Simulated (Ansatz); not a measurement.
# Mg2BeN2: complex band structure, part 3 of 4

Aim: relax a made-up compound, Mg2BeN2, and see how good a tunnel barrier it would be. It is built by putting N for P, Be for Ba in the BaMg2P2 structure of space group P-3m1, with the volume rescaled by atomic radii. The parent structure comes from the Materials Project.

Ansatz 0.2.0; r2SCAN DFT, plane waves, PAW files (the session's first sound run).

So far, gap on the k-mesh (eV): step 3 (band edges) 1.90; step 4 (complex bands, plane (001), k-mesh 8×8×6) 1.90.

The structure was built from a prototype and need not be the compound's stable phase.

## Step 6: Complex bands, plane (100), k-mesh 8×6×8

Level of this step: r2SCAN DFT, plane waves, PAW files; complex bands by layer matching along the plane's normal (Ansatz).

The same for the (100) plane, at (0, 0) and (0.5, 0), to see how the decay depends on direction.

The input, input.yaml:

```yaml
crystal:
  lattice:
    - [3.357053445, 0.0, 0.0]
    - [0.0, 5.085198446, 0.0]
    - [1.678526723, 0.0, 2.907293566]
  atoms:
    - { symbol: Be, position: [0.0, 0.0, 0.0] }
    - { symbol: Mg, position: [0.6666666667, 0.3133598873, 0.6666666667] }
    - { symbol: Mg, position: [0.3333333333, 0.6866401127, 0.3333333333] }
    - { symbol: "N", position: [0.6666666667, 0.7799519831, 0.6666666667] }
    - { symbol: "N", position: [0.3333333333, 0.2200480169, 0.3333333333] }
kpoints:
  mp_grid: { grid: [8, 6, 8] }
scf:
  occupations: { method: fixed }
hamiltonian:
  xc: r2scan
output:
  eigenvalues: true
  transmission:
    leads: [[0, 0]]
    kpoints: [[0.0, 0.0], [0.5, 0.0]]
    e_range: [-1.0, 2.9]
    de: 0.1
```

Run with:

```sh
ansatz run input.yaml --threads 2 --pin off --max-ram 4096MiB --backend cpu --events-out ev --progress --plain --runs-dir out
```

Numbers of over 12 decimals in the logs are rounded to 6 here.

What it wrote:

```text
[...]
Crystal: 5 atoms, lattice volume = 49.631 Å³
Basis set: ecut = 500 eV, 1267 PW (Γ), exchange–correlation on 100×160×100 points (64 copies of the dense FFT grid, shifted against one another)
Bands: 21, of which v1, the nominal top of the filled ones, is band 16 counted from 1 (15 counted from 0)
Symmetry: 12 space group operations
[...]
k-points: 50 of 384
[...]
SCF iter   1: F=—  HF=-4717.525103 eV  |F-HF|=—  |Δ(HF+E_count)|=         —  Δρ=9.31e-3  dr2=2.69e-2  dr2_τ=1.76e-1  ethr=1.77e-3  ⟨swp⟩=5.0  Hψ=4541  notcnv=0  defer=145
[...]
SCF iter   7: F=-4717.716101 eV  HF=-4717.716101 eV  |F-HF|=6.66e-9  |Δ(HF+E_count)|=   3.03e-7  Δρ=4.05e-6  dr2=8.58e-9  dr2_τ=1.59e-10  ethr=3.13e-10  ⟨swp⟩=6.2  Hψ=4126  notcnv=0
SCF 1 converged in 7 iterations: F = -4717.716101 eV  dr2 = 8.58e-9
[...]
transmission: 4 of 8 steps passed
transmission: 8 of 8 steps passed
SCF converged after 7 iterations
Free energy (F): -4717.716101 eV
[...]
Internal energy: -4717.716101 eV  (E = F + TS)
E sigma→0 (E₀):  -4717.716101 eV
Fermi energy:    8.544613 eV
[...]
--- Band table (eV; the first three rows and the last of 50) ---
  k-point 0: bands = [... 12 lower, 6.8698, 7.2010, 7.2010, 8.5446, 10.4472, 12.4509, 15.6611, 15.6611, ... 1 higher]
  k-point 1: bands = [... 12 lower, 6.4867, 6.6253, 7.3825, 8.4257, 11.3042, 13.0995, 15.1898, 15.9344, ... 1 higher]
  k-point 2: bands = [... 12 lower, 5.5171, 5.9581, 7.4511, 8.0150, 12.5325, 13.7479, 14.9784, 16.3776, ... 1 higher]
  k-point 49: bands = [... 12 lower, 4.0749, 4.6546, 7.6621, 7.7150, 13.6386, 14.4547, 15.3281, 15.4499, ... 1 higher]
--- Transmission ---
  basis      : 183 plane waves across, 4 finite elements along
  points     : 2, as listed
[...]
crystal 0  : Be1Mg2N2, at the sites [0, 0], period 2.9073 Å: whole cells are its period
[...]
channels       : 0.000000e0 a spin
[...]
slowest decay  : 0.2033 /Å at (0.0000, 0.0000)
```

Wall time 5.4 s (2 threads of AMD EPYC 9R45, shared host); peak memory 0.59 GiB.

Numbers from this step:

| Quantity | Value |
| --- | --- |
| decay constant at the filling level, zone centre | 0.2033 Å⁻¹ |
| decay constant at the filling level, slowest listed point | 0.2033 Å⁻¹ |

K parallel (0, 0); values up to 1.5 1/Å, a degenerate pair printed once or twice; energies at which all values exceed this have no row. The Im kz of the slowest decaying states by energy, zero at the highest filled level on the SCF mesh:

```csv
energy (eV),decay 1 (Å⁻¹),decay 2 (Å⁻¹),decay 3 (Å⁻¹),decay 4 (Å⁻¹)
-1.0000,0.177,0.301,1.14,1.17
-0.8000,0.206,0.462,1.13,1.15
-0.5000,0.236,0.578,1.11,1.12
-0.3000,0.232,0.269,0.627,1.09
0.0000,0.0128,0.234,0.292,0.681
0.2000,0.233,0.334,0.349,0.707
0.5000,0.228,0.328,0.738,0.771
0.7000,0.220,0.333,0.755,0.795
1.0000,0.203,0.338,0.774,0.819
1.2000,0.186,0.339,0.784,0.829
1.5000,0.149,0.337,0.795,0.836
1.7000,0.110,0.334,0.800,0.837
2.0000,0.324,0.806,0.832,0.845
2.2000,0.316,0.808,0.820,0.824
2.5000,0.299,0.782,0.805,0.808
2.7000,0.284,0.756,0.785,0.808
```

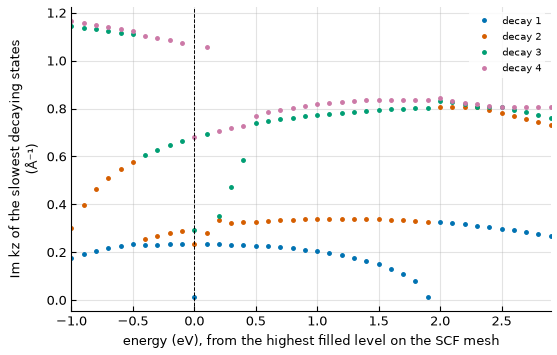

Im kz of the slowest decaying states against energy.

K parallel (0, 0). Re kz of states that move upwards, channel 1 against energy, zero at the highest filled level on the SCF mesh:

```
energy (eV)  Re kz of states that move upwards, channel 1 (Å⁻¹)
     -1.000                                              -0.725
     -0.500                                              -0.526
      0.000                                                   -
      0.500                                                   -
      1.000                                                   -
      1.500                                                   -
      2.000                                              0.0803
      2.500                                               0.216
```

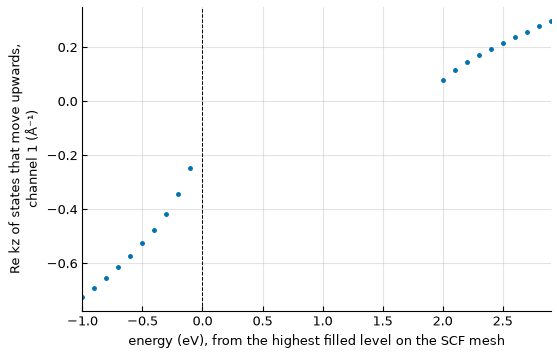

Re kz of states that move upwards, channel 1, plotted against energy.

K parallel (0.5, 0); values up to 1.5 1/Å, a degenerate pair printed once or twice; energies at which all values exceed this have no row. Im kz of the slowest decaying states against energy, zero at the highest filled level on the SCF mesh:

```csv
energy (eV),decay 1 (Å⁻¹),decay 2 (Å⁻¹),decay 3 (Å⁻¹)
-1.00,0.137,0.348,0.494
-0.70,0.222,0.423,0.498
-0.40,0.274,0.470,0.501
-0.10,0.310,0.502,0.502
0.00,0.319,0.502,0.510
0.20,0.336,0.501,0.523
0.50,0.356,0.499,0.537
0.80,0.370,0.495,0.545
1.10,0.380,0.490,0.547
1.40,0.386,0.482,0.546
1.70,0.388,0.473,0.540
2.00,0.387,0.461,0.529
2.30,0.383,0.447,0.515
2.60,0.375,0.431,0.496
2.90,0.364,0.412,0.472
```

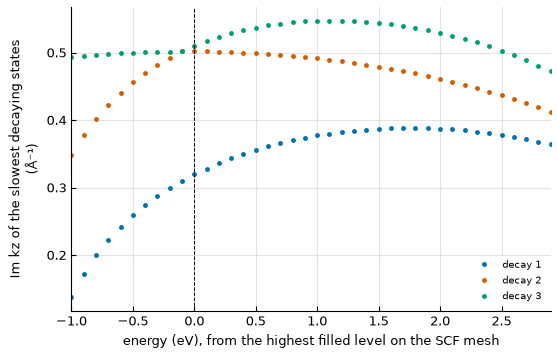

Im kz of the slowest decaying states, plotted against energy.

At the listed wavevectors the last open channel is at -0.10 eV and the next at +2.00 eV on the grid. At +1.00 eV, the grid energy nearest the filling level (the middle of the gap on the SCF mesh), the slowest state at the listed wavevectors decays with κ = 0.203 Å⁻¹, its amplitude falling by e over 4.9 Å; the first such run, plane (001), gave 0.143 Å⁻¹.

## Step 7: Band edges at another level, cutoff 1520.19 eV

This step: r2SCAN DFT, plane waves, norm-conserving files (Ansatz 0.2.0).

The edges again with norm-conserving files, at the same atoms. Against that run the cutoff is 1520 eV against 500.

The input, input.yaml:

```yaml
crystal:
  lattice:
    - [3.3570534454, 0.0, 0.0]
    - [-1.6785267227, 2.9072935656, 0.0]
    - [0.0, 0.0, 5.0851984458]
  atoms:
    - { symbol: Be, position: [0.0, 0.0, 0.0] }
    - { symbol: Mg, position: [0.6666666667, 0.3333333333, 0.3133598873] }
    - { symbol: Mg, position: [0.3333333333, 0.6666666667, 0.6866401127] }
    - { symbol: "N", position: [0.6666666667, 0.3333333333, 0.7799519831] }
    - { symbol: "N", position: [0.3333333333, 0.6666666667, 0.2200480169] }
kpoints:
  mp_grid: { grid: [8, 8, 4] }
  band_path: { path: [VBM, CBM], npoints: 30 }
scf:
  occupations: { method: fixed }
hamiltonian:
  xc: r2scan
  pseudopotentials: { kind: nc }
output:
  eigenvalues: true
```

What it wrote:

```text
[...]
Crystal: 5 atoms, lattice volume = 49.631 Å³
Basis set: ecut = 1520.19 eV, 6741 PW (Γ)
Bands: 22, of which v1, the nominal top of the filled ones, is band 17 counted from 1 (16 counted from 0)
Symmetry: 12 space group operations
[...]
k-points: 35 of 256
[...]
SCF iter   1: F=—  HF=-4266.932309 eV  |F-HF|=—  |Δ(HF+E_count)|=         —  Δρ=8.19e-2  dr2=3.31e0  dr2_τ=5.03e0  ethr=3.10e-3  ⟨swp⟩=4.8  Hψ=3196  notcnv=0  defer=105
[...]
SCF iter   8: F=-4266.557883 eV  HF=-4266.557883 eV  |F-HF|=8.79e-10  |Δ(HF+E_count)|=   1.50e-7  Δρ=6.27e-6  dr2=5.74e-9  dr2_τ=4.90e-8  ethr=2.94e-10  ⟨swp⟩=10.2  Hψ=3749  notcnv=0
SCF 1 converged in 8 iterations: F = -4266.557883 eV  dr2 = 5.74e-9
[...]
SCF converged after 8 iterations
Free energy (F): -4266.557883 eV
[...]
Internal energy: -4266.557883 eV  (E = F + TS)
E sigma→0 (E₀):  -4266.557883 eV
Fermi energy:    8.587606 eV
[...]
--- Band table (eV; the first three rows and the last of 35) ---
  k-point 0: bands = [... 13 lower, 6.9102, 7.2450, 7.2450, 8.5876, 10.5176, 12.4982, 15.7034, 15.7034, ... 1 higher]
  k-point 1: bands = [... 13 lower, 6.9579, 7.2045, 7.2045, 7.2106, 11.5375, 12.6680, 15.6013, 15.6013, ... 1 higher]
  k-point 2: bands = [... 13 lower, 7.0380, 7.0380, 7.1316, 7.1316, 12.0386, 13.1732, 15.5095, 15.5095, ... 1 higher]
  k-point 34: bands = [... 13 lower, 4.1135, 4.6888, 7.7035, 7.7556, 13.6933, 14.5102, 15.3820, 15.5034, ... 1 higher]
```

Elapsed: 8.1 s, on 2 threads; peak memory 0.6 GiB.

This step gave:

| Property | Result |
| --- | --- |
| free energy | -4266.5579 eV |
| Fermi energy | 8.588 eV |
| gap on the k-mesh | 1.930 eV |
| gap on path | 1.930 eV, by band count; negative where bands overlap |
| direct gap on path | 1.930 eV |

Levels at VBM (eV): -5.62, -1.68, -1.68, -1.34, -1.34, 0.00, 1.93, 3.91, 7.12, 7.12.

The searched edges give 1.93 eV, as on the mesh.

## Step 8: Complex bands at another level, cutoff 1520.19 eV

This step: r2SCAN DFT, plane waves, norm-conserving files; complex bands by layer matching along the plane's normal (Ansatz 0.2.0).

The complex bands at that level, over its own gap, at (0, 0) and (0.5, 0).

The input, input.yaml:

```yaml
crystal:
  lattice:
    - [3.357053445, 0.0, 0.0]
    - [1.678526723, 2.907293566, 0.0]
    - [0.0, 0.0, 5.085198446]
  atoms:
    - { symbol: Be, position: [0.0, 0.0, 0.0] }
    - { symbol: Mg, position: [0.3333333333, 0.3333333333, 0.3133598873] }
    - { symbol: Mg, position: [0.6666666667, 0.6666666667, 0.6866401127] }
    - { symbol: "N", position: [0.3333333333, 0.3333333333, 0.7799519831] }
    - { symbol: "N", position: [0.6666666667, 0.6666666667, 0.2200480169] }
kpoints:
  mp_grid: { grid: [8, 8, 6] }
scf:
  occupations: { method: fixed }
hamiltonian:
  xc: r2scan
  pseudopotentials: { kind: nc }
output:
  eigenvalues: true
  transmission:
    leads: [[0, 0]]
    kpoints: [[0.0, 0.0], [0.5, 0.0]]
    e_range: [-1.0, 2.93]
    de: 0.07
```

What it wrote:

```text
[...]
Crystal: 5 atoms, lattice volume = 49.631 Å³
Basis set: ecut = 1520.19 eV, 6741 PW (Γ)
Bands: 22, of which v1, the nominal top of the filled ones, is band 17 counted from 1 (16 counted from 0)
Symmetry: 12 space group operations
[...]
k-points: 50 of 384
[...]
SCF iter   1: F=—  HF=-4266.932671 eV  |F-HF|=—  |Δ(HF+E_count)|=         —  Δρ=8.18e-2  dr2=3.31e0  dr2_τ=5.03e0  ethr=3.10e-3  ⟨swp⟩=4.8  Hψ=4567  notcnv=0  defer=150
[...]
SCF iter   8: F=-4266.558228 eV  HF=-4266.558228 eV  |F-HF|=8.15e-10  |Δ(HF+E_count)|=   1.51e-7  Δρ=6.30e-6  dr2=5.80e-9  dr2_τ=4.95e-8  ethr=2.94e-10  ⟨swp⟩=10.2  Hψ=5319  notcnv=0
SCF 1 converged in 8 iterations: F = -4266.558228 eV  dr2 = 5.80e-9
transmission: 12 of 24 steps passed
transmission: 24 of 24 steps passed
SCF converged after 8 iterations
Free energy (F): -4266.558228 eV
[...]
Internal energy: -4266.558228 eV  (E = F + TS)
E sigma→0 (E₀):  -4266.558228 eV
Fermi energy:    8.587311 eV
[...]
--- Band table (eV; the first three rows and the last of 50) ---
  k-point 0: bands = [... 13 lower, 6.9100, 7.2449, 7.2449, 8.5873, 10.5175, 12.4982, 15.7033, 15.7033, ... 1 higher]
  k-point 1: bands = [... 13 lower, 6.9321, 7.2263, 7.2263, 7.8370, 11.1222, 12.5626, 15.6509, 15.6509, ... 1 higher]
  k-point 2: bands = [... 13 lower, 6.9894, 6.9894, 7.1762, 7.1762, 11.8402, 12.8532, 15.5542, 15.5542, ... 1 higher]
  k-point 49: bands = [... 13 lower, 4.1134, 4.6886, 7.7033, 7.7554, 13.6932, 14.5100, 15.3818, 15.5032, ... 1 higher]
--- Transmission ---
  basis      : 313 plane waves across, 12 finite elements along
  points     : 2, as listed
[...]
crystal 0  : Mg2N2Be1, at the sites [0, 0], period 5.0852 Å: whole cells are its period
[...]
channels       : 0.000000e0 a spin
[...]
slowest decay  : 0.1454 /Å at (0.0000, 0.0000)
```

Wall time 30 s (2 threads); peak memory 1.3 GiB.

Numbers from this step:

```yaml
free_energy: -4266.5582 eV
fermi_energy: 8.587 eV
level_to_which_the_leads_are_filled: 0.9651 eV from the Fermi level
decay_constant_at_the_filling_level_zone_centre: 0.1454 Å⁻¹
decay_constant_at_the_filling_level_slowest_listed_point: 0.1454 Å⁻¹
```

K parallel (0, 0); values up to 1.5 1/Å, a degenerate pair printed once or twice; energies at which all values exceed this have no row. The Im kz of the slowest decaying states by energy, zero at the highest filled level on the SCF mesh:

| energy (eV) | decay 1 (Å⁻¹) | decay 2 (Å⁻¹) | decay 3 (Å⁻¹) |
| --- | --- | --- | --- |
| -1.00 | 0.924 | 1.16 | - |
| -0.79 | 0.978 | 1.14 | - |
| -0.51 | 1.02 | 1.12 | - |
| -0.30 | 1.04 | 1.11 | - |
| -0.09 | 1.06 | 1.09 | - |
| -0.02 | 1.06 | 1.09 | - |
| 0.12 | 0.0686 | 1.07 | 1.08 |
| 0.40 | 0.116 | 1.06 | 1.07 |
| 0.61 | 0.134 | 1.04 | 1.08 |
| 0.82 | 0.143 | 1.03 | 1.08 |
| 1.10 | 0.145 | 1.00 | 1.07 |
| 1.31 | 0.138 | 0.987 | 1.07 |
| 1.52 | 0.122 | 0.969 | 1.07 |
| 1.80 | 0.0757 | 0.944 | 1.06 |
| 2.01 | 0.923 | 1.05 | - |
| 2.22 | 0.901 | 1.04 | - |
| 2.43 | 0.877 | 1.03 | - |
| 2.71 | 0.840 | 1.02 | - |
| 2.92 | 0.806 | 1.01 | - |

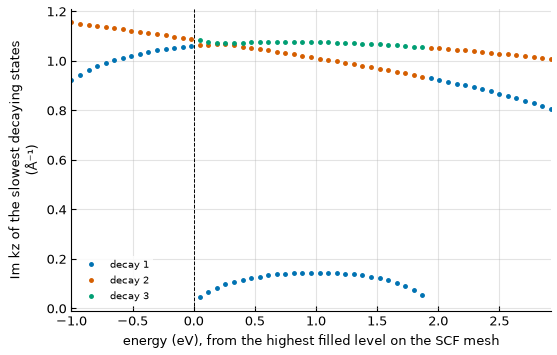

Im kz of the slowest decaying states against energy.

K parallel (0, 0). The Re kz of states that move upwards, channel 1 by energy, zero at the highest filled level on the SCF mesh:

```csv
energy (eV),"Re kz of states that move upwards, channel 1 (Å⁻¹)"
-1.0000,-0.248
-0.7200,-0.201
-0.5100,-0.162
-0.2300,-0.103
-0.0200,-0.0289
0.2600,-
0.4700,-
0.7500,-
1.0300,-
1.2400,-
1.5200,-
1.7300,-
2.0100,0.0636
2.2200,0.129
2.5000,0.198
2.7800,0.265
```

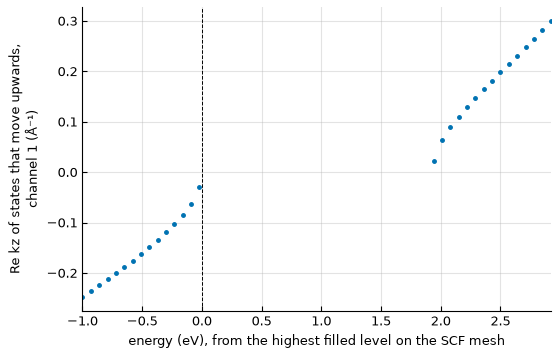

Re kz of states that move upwards, channel 1, plotted against energy.

K parallel (0.5, 0); values up to 1.5 1/Å, a degenerate pair printed once or twice; energies at which all values exceed this have no row. Im kz of the slowest decaying states against energy, zero at the highest filled level on the SCF mesh:

| energy (eV) | decay 1 (Å⁻¹) | decay 2 (Å⁻¹) | decay 3 (Å⁻¹) |
| --- | --- | --- | --- |
| -1.00 | 0.196 | 0.233 | 1.10 |
| -0.79 | 0.241 | 0.334 | 1.09 |
| -0.51 | 0.282 | 0.417 | 1.06 |
| -0.30 | 0.304 | 0.461 | 1.05 |
| -0.09 | 0.321 | 0.495 | 1.03 |
| -0.02 | 0.325 | 0.505 | 1.02 |
| 0.12 | 0.333 | 0.524 | 1.01 |
| 0.40 | 0.346 | 0.553 | 0.987 |
| 0.61 | 0.352 | 0.571 | 0.969 |
| 0.82 | 0.355 | 0.586 | 0.950 |
| 1.10 | 0.357 | 0.602 | 0.924 |
| 1.31 | 0.355 | 0.611 | 0.905 |
| 1.52 | 0.352 | 0.619 | 0.884 |
| 1.80 | 0.343 | 0.626 | 0.856 |
| 2.01 | 0.335 | 0.630 | 0.834 |
| 2.22 | 0.324 | 0.632 | 0.812 |
| 2.43 | 0.310 | 0.633 | 0.788 |
| 2.71 | 0.286 | 0.632 | 0.755 |
| 2.92 | 0.264 | 0.631 | 0.728 |

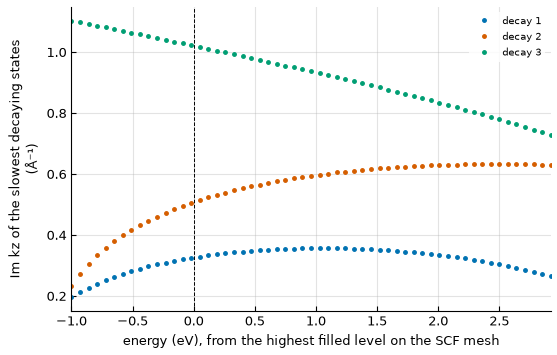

Im kz of the slowest decaying states against energy.

At the listed wavevectors the last open channel is at -0.02 eV and the next at +1.94 eV on the grid. At +0.96 eV, the grid energy nearest the filling level (the middle of the gap on the SCF mesh), the slowest state at the listed wavevectors decays with κ = 0.145 Å⁻¹, its amplitude falling by e over 6.9 Å; the first such run, plane (001), gave 0.143 Å⁻¹.

(Continued in part 4 of 4.)

[Logs are printed without paths, hosts, clocks, repeated set-up lines and the standing remarks that a program may print on its own settings, such as how far it seeks lower states.]

[Hosts, paths, dates, database ids (printed as entryN), source tags and the programs' standing remarks are cut or masked in the printed files.]
